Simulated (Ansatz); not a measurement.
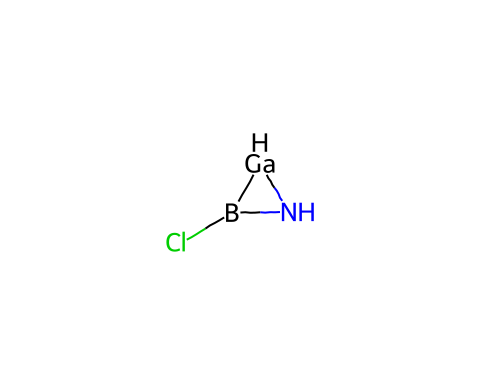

The drawing above gives the connectivity. The computed structure is the end point of a PBE-D4/def2-SVP optimisation. No frequency run is at hand to confirm it as a minimum.

Describe the 3D structure.

The molecule is BClGaH2N. As SMILES it reads `Cl[B]1[NH][GaH]1`. The point group is Cs. All atoms lie on one plane.

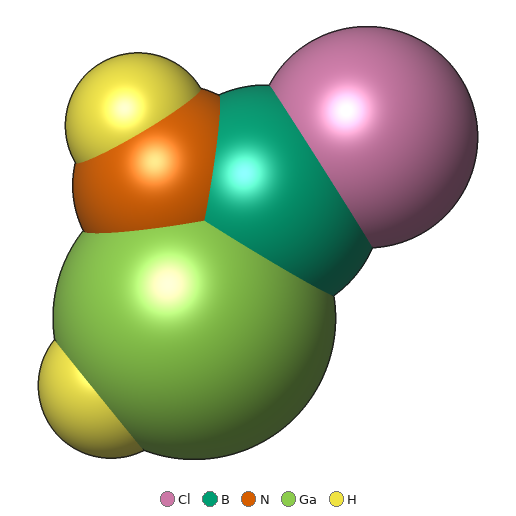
